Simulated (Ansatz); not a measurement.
Input

```
crystal:
  periodic: [false, false, false]
  atoms:
    - {symbol: F, position_ang: [1.694257, -0.333968, 0.485208]}
    - {symbol: F, position_ang: [-2.039757, -0.456939, -0.790447]}
    - {symbol: Ge, position_ang: [-1.028473, 0.972228, -0.812455]}
    - {symbol: Si, position_ang: [1.229075, 0.219880, -0.974044]}
    - {symbol: H, position_ang: [1.351170, -0.881871, -1.968497]}
    - {symbol: H, position_ang: [2.120550, 1.355697, -1.350047]}
    - {symbol: H, position_ang: [-1.469873, 1.783551, -2.046132]}
    - {symbol: H, position_ang: [-1.338519, 1.739692, 0.484626]}
basis:
  gaussian:
    orbitals: def2-TZVPD
hamiltonian:
  xc: pbe0
output: {forces: true, orbitals: {seedname: orbitals}}
```

Launched as:

```sh
ansatz run input.yaml --threads 1 --pin off --max-ram 2610MiB --events-out events.jsonl --progress --plain --runs-dir runs
```

Geometry: PBE0-D3(BJ)/def2-SVP.

Method: isolated molecule in a Gaussian basis; Kohn-Sham density functional theory, functional PBE0 in Ansatz.

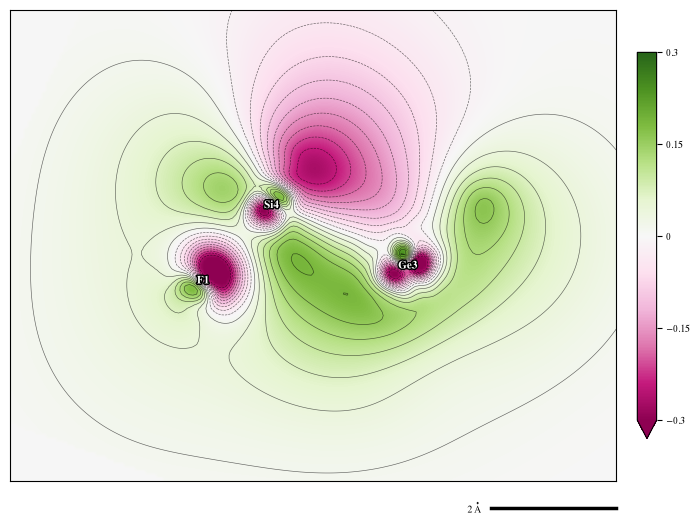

F2GeH4Si (SMILES F[SiH2][GeH2][F]). The LUMO on the plane of atoms F1, Si4 and Ge3 (values in Å⁻³ᐟ²; the overall sign is arbitrary).

Q: What is the character of this orbital?

A: Its weight (Hirshfeld) is mainly on Si4 (about 35 %), Ge3 (about 35 %) and F2 (about 5 %). Its energy is −1.11 eV.
